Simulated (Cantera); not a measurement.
Charge: 1 mol KOH, 8.1 mol H2, 0.24 mol H2O, equilibrated at 0.100 bar.

Equilibrium computed with Cantera from the NASA thermochemical tables; the gas is ideal and each condensed phase is pure. Candidate condensed phases: H2O, K, KOH, KO2, K2O, K2O2; 15 gas species. Equilibrium is a limit: real reactors are often held back by kinetics, nucleation or transport.

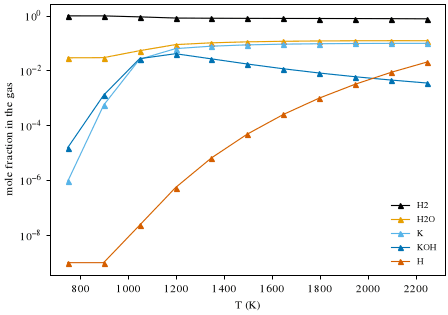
Figure: Equilibrium gas composition (values under 1e-9 drawn at 1e-9)

Problem. Read off the mole fractions at 1198 K.

Solution. H2 about 0.81, H2O about 0.087, K about 0.062, KOH about 0.041, H about 5.4e-7.
